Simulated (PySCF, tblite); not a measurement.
# H10NOPSi3, a small molecule taken as a stand-in for a surface group (Si site with back bonds N[SiH3], O, [PH][SiH3]): NMR shifts, core binding energies and electronic excitations, part 2 of 2

tblite 0.8.0 and PySCF 2.14.0. Atoms count from 0, parts from 1. The steps go on from the part before.

## 5. Core-electron binding energies: SCAN, X2C

The job: settings as JSON, then the geometry in Å.

```
{"job": {"kind": "xps", "holes": 5}, "charge": 0, "multiplicity": 1}
Si     0.315255     0.808907     0.631528
N     -1.075542     0.308308    -0.272842
Si    -2.400375     1.262189    -0.887304
O      0.443583     0.007995     2.091257
P      2.293520     0.279640    -0.311635
Si     2.069517    -1.936922     0.088719
H      0.161674     2.281839     0.805892
H     -1.086023    -0.677026    -0.531411
H     -2.347765     2.593382    -0.216879
H     -3.706508     0.598156    -0.585168
H     -2.335103     1.464033    -2.369068
H     -0.334939     0.024817     2.657156
H      1.761502     0.216745    -1.636999
H      0.658874    -2.433208    -0.020257
H      2.589904    -2.242310     1.449700
H      2.884834    -2.668198    -0.928743
```

With the program's defaults for keys left out, this is: delta-SCF UKS SCAN, pcX-2 on the ionised atom, pcseg-1 elsewhere, spin-free X2C.

The program printed:

```text
ground state, core basis on atom 0 (Si), 192 functions
  cycle   1  E = -1348.25334589  |g| = 8.18e-01
  cycle   2  E = -1347.94101478  |g| = 1.47e+00
  cycle   3  E = -1348.38285785  |g| = 1.44e-01
  cycle   4  E = -1348.38689416  |g| = 7.32e-02
  cycle   5  E = -1348.38822285  |g| = 1.90e-02
  cycle   6  E = -1348.38830116  |g| = 8.48e-03
  cycle   7  E = -1348.38832130  |g| = 1.52e-03
  cycle   8  E = -1348.38832439  |g| = 3.03e-04
  E(ground) = -1348.47156158 Eh
hole in Si 2p of atom 0
  cycle   1  E = -1344.08976089  |g| = 1.25e+00
  cycle   2  E = -1343.61563402  |g| = 1.38e+00
  cycle   3  E = -1344.32090001  |g| = 3.95e-01
  cycle   4  E = -1344.41819574  |g| = 1.11e-01
  cycle   5  E = -1344.42364671  |g| = 6.03e-02
  cycle   6  E = -1344.42514345  |g| = 1.98e-02
  cycle   7  E = -1344.42530133  |g| = 6.78e-03
  cycle   8  E = -1344.42532431  |g| = 2.32e-03
  cycle   9  E = -1344.42532796  |g| = 7.80e-04
  cycle  10  E = -1344.42532911  |g| = 2.93e-04
  E(ion) = -1344.51881811 Eh   <S^2> = 0.7514   hole on atom = 1.003   binding energy = 107.560 eV
  2p3/2 = 107.336 eV   2p1/2 = 107.960 eV
ground state, core basis on atom 1 (N), 181 functions
  cycle   1  E = -1348.29800024  |g| = 7.65e-02
  cycle   2  E = -1348.29794366  |g| = 3.06e-02
  cycle   3  E = -1348.29795267  |g| = 3.20e-02
  cycle   4  E = -1348.29817752  |g| = 5.22e-03
  cycle   5  E = -1348.29818635  |g| = 9.86e-04
  cycle   6  E = -1348.29818451  |g| = 2.39e-04
  E(ground) = -1348.42124231 Eh
hole in N 1s of atom 1
  cycle   1  E = -1332.71614380  |g| = 1.87e+00
  cycle   2  E = -1331.00657998  |g| = 2.45e+00
  cycle   3  E = -1333.23726612  |g| = 5.80e-01
  cycle   4  E = -1333.34662811  |g| = 3.77e-01
  cycle   5  E = -1333.43660492  |g| = 1.11e-01
  cycle   6  E = -1333.44077307  |g| = 4.60e-02
  cycle   7  E = -1333.44168695  |g| = 1.27e-02
  cycle   8  E = -1333.44178740  |g| = 3.12e-03
  cycle   9  E = -1333.44179287  |g| = 1.44e-03
  cycle  10  E = -1333.44179392  |g| = 4.25e-04
  E(ion) = -1333.56305461 Eh   <S^2> = 0.7656   hole on atom = 1.000   binding energy = 404.312 eV
ground state, core basis on atom 2 (Si), 192 functions
  cycle   1  E = -1348.37916831  |g| = 2.89e-01
  cycle   2  E = -1348.37924721  |g| = 4.45e-02
  cycle   3  E = -1348.37923468  |g| = 3.53e-02
  cycle   4  E = -1348.37939847  |g| = 1.17e-02
  cycle   5  E = -1348.37943030  |g| = 1.55e-03
  cycle   6  E = -1348.37943177  |g| = 3.37e-04
  E(ground) = -1348.46308975 Eh
hole in Si 2p of atom 2
  cycle   1  E = -1344.09821462  |g| = 1.23e+00
  cycle   2  E = -1342.56192314  |g| = 1.53e+00
  cycle   3  E = -1344.07283254  |g| = 6.69e-01
  cycle   4  E = -1344.39815751  |g| = 1.74e-01
  cycle   5  E = -1344.40577631  |g| = 1.71e-01
  cycle   6  E = -1344.41955801  |g| = 3.90e-02
  cycle   7  E = -1344.42042423  |g| = 1.04e-02
  cycle   8  E = -1344.42049100  |g| = 4.92e-03
  cycle   9  E = -1344.42050222  |g| = 1.80e-03
  cycle  10  E = -1344.42050229  |g| = 4.97e-04
  E(ion) = -1344.51550780 Eh   <S^2> = 0.7517   hole on atom = 1.002   binding energy = 107.419 eV
  2p3/2 = 107.192 eV   2p1/2 = 107.815 eV
ground state, core basis on atom 3 (O), 181 functions
  cycle   1  E = -1348.31388370  |g| = 1.01e-01
  cycle   2  E = -1348.31317748  |g| = 8.00e-02
  cycle   3  E = -1348.31375320  |g| = 5.80e-02
  cycle   4  E = -1348.31432339  |g| = 5.95e-03
  cycle   5  E = -1348.31433761  |g| = 2.05e-03
  cycle   6  E = -1348.31433432  |g| = 3.18e-04
  E(ground) = -1348.43651587 Eh
hole in O 1s of atom 3
  cycle   1  E = -1327.70321220  |g| = 2.22e+00
  cycle   2  E = -1325.83826760  |g| = 2.55e+00
  cycle   3  E = -1328.27528784  |g| = 6.84e-01
  cycle   4  E = -1328.44029703  |g| = 3.94e-01
  cycle   5  E = -1328.51466324  |g| = 1.62e-01
  cycle   6  E = -1328.52475958  |g| = 5.48e-02
  cycle   7  E = -1328.52672948  |g| = 1.31e-02
  cycle   8  E = -1328.52685282  |g| = 3.20e-03
  cycle   9  E = -1328.52686051  |g| = 1.05e-03
  cycle  10  E = -1328.52686151  |g| = 3.17e-04
  E(ion) = -1328.64913985 Eh   <S^2> = 0.7619   hole on atom = 1.000   binding energy = 538.442 eV
ground state, core basis on atom 4 (P), 192 functions
  cycle   1  E = -1348.39355861  |g| = 3.47e-01
  cycle   2  E = -1348.39114620  |g| = 1.34e-01
  cycle   3  E = -1348.38774862  |g| = 1.89e-01
  cycle   4  E = -1348.39477398  |g| = 1.48e-02
  cycle   5  E = -1348.39483921  |g| = 2.80e-03
  cycle   6  E = -1348.39483834  |g| = 8.03e-04
  cycle   7  E = -1348.39484119  |g| = 2.44e-04
  E(ground) = -1348.49012349 Eh
hole in P 2p of atom 4
  cycle   1  E = -1342.98312518  |g| = 1.39e+00
  cycle   2  E = -1341.15055255  |g| = 1.75e+00
  cycle   3  E = -1343.03282042  |g| = 7.02e-01
  cycle   4  E = -1343.36638977  |g| = 1.96e-01
  cycle   5  E = -1343.37930565  |g| = 1.44e-01
  cycle   6  E = -1343.38908093  |g| = 3.82e-02
  cycle   7  E = -1343.38958732  |g| = 2.35e-02
  cycle   8  E = -1343.38979878  |g| = 4.49e-03
  cycle   9  E = -1343.38980800  |g| = 2.05e-03
  cycle  10  E = -1343.38981231  |g| = 5.66e-04
  cycle  11  E = -1343.38981263  |g| = 2.46e-04
  E(ion) = -1343.49591213 Eh   <S^2> = 0.7538   hole on atom = 1.002   binding energy = 135.899 eV
  2p3/2 = 135.655 eV   2p1/2 = 136.544 eV
```

It took 54 s on 1 thread of Arm Neoverse V2, shared host; peak memory 0.72 GiB.

Binding energies by hole, beside the orbital energy of the ground state; the difference holds orbital relaxation and, for a density functional, its self-interaction error:

```tsv
hole	stands for	environment	ΔSCF (eV; 2p as the shell's mean)	−ε (eV)	⟨S²⟩
Si2p on Si0	Si0	silicon bonded to N, O, P, H	107.54	97.0	0.751
N1s on N1	N1	nitrogen bonded to 2 Si, H	404.31	385.9	0.766
Si2p on Si2	Si2	silicon bonded to N, 3 H	107.40	96.6	0.752
O1s on O3	O3	oxygen bonded to Si, H	538.44	516.8	0.762
P2p on P4	P4	phosphorus bonded to 2 Si, H	135.95	125.4	0.754
```

With the spin-orbit splitting: Si0 2p3/2 107.34, 2p1/2 107.96 eV; Si2 2p3/2 107.19, 2p1/2 107.82 eV; P4 2p3/2 135.65, 2p1/2 136.54 eV. The table gives each 2p level as the mean over the whole 2p shell (two parts 2p3/2, one part 2p1/2), which differs a little from the single hole in the log.

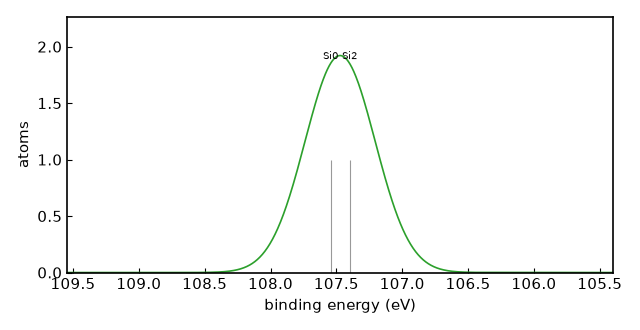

The Si2p photoelectron lines, weighted by the number of atoms. Only 2 of the 3 Si atoms are covered by sound results. Lines are broadened to a width of 0.60 eV (Gaussian).

## 6. Excited states and response: CAM-B3LYP/def2-SVPD

The job, as its differences from that of step 5:

```diff
@@ -1,2 +1,2 @@
-{"job": {"kind": "xps", "holes": 5}, "charge": 0, "multiplicity": 1}
+{"job": {"kind": "uv", "xc": "CAM-B3LYP", "basis": "def2-SVPD", "nstates": 6, "ntriplets": 2, "ip": true}, "charge": 0, "multiplicity": 1}
 Si     0.315255     0.808907     0.631528
```

With the program's defaults for keys left out, this is: TDDFT CAM-B3LYP/def2-SVPD, vertical, gas phase, core orbitals frozen in the response.

The program printed:

```text
coarse grid: 14848 points
cycle   1  E = -1345.1393384799  dE =  1.456e-01  |g| = 7.522e-01  |ddm| = 4.784e+00
cycle   2  E = -1345.0789792103  dE =  6.036e-02  |g| = 9.677e-01  |ddm| = 1.830e+00
cycle   3  E = -1345.2561510638  dE = -1.772e-01  |g| = 7.367e-02  |ddm| = 9.069e-01
cycle   4  E = -1345.2571907976  dE = -1.040e-03  |g| = 3.755e-02  |ddm| = 1.586e-01
cycle   5  E = -1345.2574989320  dE = -3.081e-04  |g| = 1.071e-02  |ddm| = 5.417e-02
cycle   6  E = -1345.2575265729  dE = -2.764e-05  |g| = 2.650e-03  |ddm| = 1.879e-02
cycle   7  E = -1345.2575290082  dE = -2.435e-06  |g| = 4.563e-04  |ddm| = 6.880e-03
final grid: 123624 points
cycle   8  E = -1345.4270149920  dE = -1.191e-05  |g| = 1.686e-03  |ddm| = 3.493e-02
cycle   9  E = -1345.4270149112  dE =  8.080e-08  |g| = 1.960e-03  |ddm| = 5.499e-03
cycle  10  E = -1345.4270157246  dE = -8.134e-07  |g| = 1.548e-04  |ddm| = 1.872e-03
cycle  11  E = -1345.4270157319  dE = -7.328e-09  |g| = 9.157e-05  |ddm| = 5.867e-04
cycle  12  E = -1345.4270157344  dE = -2.523e-09  |g| = 2.188e-05  |ddm| = 1.856e-04
cycle  13  E = -1345.4270157345  dE = -1.000e-10  |g| = 1.087e-05  |ddm| = 3.641e-05
converged SCF energy = -1345.4270157345

Static polarisability (au): isotropic 120.665, principal 106.695 113.419 141.880

Singlet excitations
state   eV       nm        f      main configurations
  1   6.0045    206.5   0.00616   H->L 0.66, H->L+1 0.11
  2   6.4052    193.6   0.03059   H->L+1 0.64, H->L 0.12
  3   6.5072    190.5   0.04527   H->L+2 0.53
  4   6.8081    182.1   0.03542   H->L+4 0.56, H-1->L+1 0.08
  5   7.0037    177.0   0.06805   H->L+3 0.28, H->L+2 0.24
  6   7.1155    174.2   0.13200   H-1->L 0.42, H-1->L+1 0.12

Triplet excitations (Tamm-Dancoff, eV): 5.4524 5.6555
Vertical ionisation energy (delta-SCF) = 9.0475 eV
```

Run time: 2.5 min. Hardware: 1 thread of Arm Neoverse V2, shared host; peak memory 1.2 GiB.

Frontier orbitals and where they lie:

```tsv
orbital	eV	atoms
HOMO−3	-10.74	O3 46 %, Si0 10 %, Si5 9 %
HOMO−2	-9.85	P4 19 %, N1 17 %, Si0 15 %
HOMO−1	-9.31	P4 29 %, N1 23 %, Si5 13 %
HOMO	-8.42	P4 52 %, N1 16 %, Si5 8 %
LUMO	0.54	Si5 15 %, O3 15 %, Si0 13 %
LUMO+1	0.99	Si2 19 %, Si5 14 %, P4 13 %
LUMO+2	1.07	Si5 21 %, P4 17 %, Si0 10 %
```

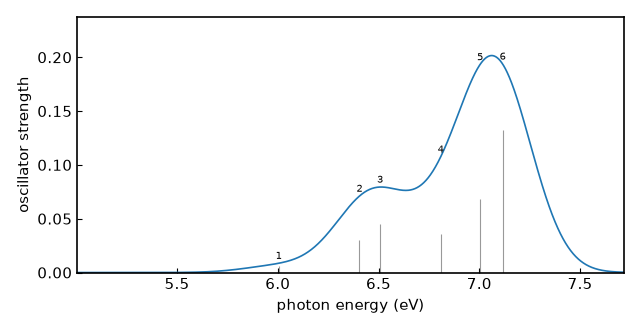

Absorption spectrum from the 6 singlet states computed; above the last one it falls off for lack of states. Lines are broadened to a width of 0.40 eV (Gaussian).

Ground-state properties from the same run:

```tsv
property	computed
dipole moment (D)	1.97
polarisability (Å³)	17.88
HOMO–LUMO gap (eV)	8.96
−ε(HOMO) (eV)	8.42
```

## 7. What came out

The summary covers parts 1 to 2.

```
                                                     quantity                                                           value
                                                  point group                                                              C1
                         rotational constants (main isotopes)                                            2.42, 0.72, 0.70 GHz
                        1H shifts against TMS (PBE0/pcSseg-1)  5.34, 4.71, 4.62, 4.59, 4.24, 4.21, 4.16, 1.38, 0.79, 0.74 ppm
                      29Si shifts against TMS (PBE0/pcSseg-1)                                           0.4, -54.1, -76.2 ppm
                       15N shifts against NH3 (PBE0/pcSseg-1)                                                        39.6 ppm
                       17O shifts against H2O (PBE0/pcSseg-1)                                                        70.5 ppm
                     31P shifts against H3PO4 (PBE0/pcSseg-1)                                                      -296.1 ppm
Si2p binding energies, SCAN/pcX-2 (standing for 2 of 3 atoms)                                       Si0 107.54, Si2 107.40 eV
                             N1s binding energies, SCAN/pcX-2                                                    N1 404.31 eV
                             O1s binding energies, SCAN/pcX-2                                                    O3 538.44 eV
                             P2p binding energies, SCAN/pcX-2                                                    P4 135.95 eV
                         lowest singlet (CAM-B3LYP/def2-SVPD)                                     6.00 eV (206 nm), f = 0.006
                     brightest single state of those computed                                     state 6, 7.12 eV, f = 0.132
                                               lowest triplet                                                         5.45 eV
                            vertical ionisation energy (ΔSCF)                                                         9.05 eV
```

In words: The start of the PBE0/def2-SVP relaxation was shaken at random by about 0.01 Å, so part of the energy gained, and of the first lengths quoted, undoes that. Over 15 steps the energy fell by 0.337 eV; of the close pairs, Si0–O3 changed most, 1.609 to 1.670 Å (PBE0/def2-SVP). Hydrogens of an XH3 group are listed apart at this fixed geometry; free rotation makes them one line at their mean. At PBE0/pcSseg-1: Shielding is most anisotropic at P4 (span 190 ppm, paramagnetic term -364 ppm). At SCAN/pcX-2: The Si2p levels kept as sound span 0.14 eV, from Si2 (silicon bonded to N, 3 H) up to Si0 (silicon bonded to N, O, P, H). Only 2 of the 3 Si atoms are covered by sound results. The first singlet state (HOMO→LUMO 0.66, HOMO→LUMO+1 0.11) lies at 6.00 eV and is weak; of the 6 states computed, the strongest absorption comes from state 6 at 7.12 eV (the last computed, so partners may be missing). The lowest triplet lies 0.55 eV below the lowest singlet (triplets in Tamm-Dancoff, singlets in full TDDFT). ΔSCF puts the ionisation energy at 9.05 eV, 0.63 eV above −ε(HOMO). A capped cluster stands for the solid here, so long-range fields and strain are missing, and bands or shifts of the capping hydrogens have no counterpart in it.
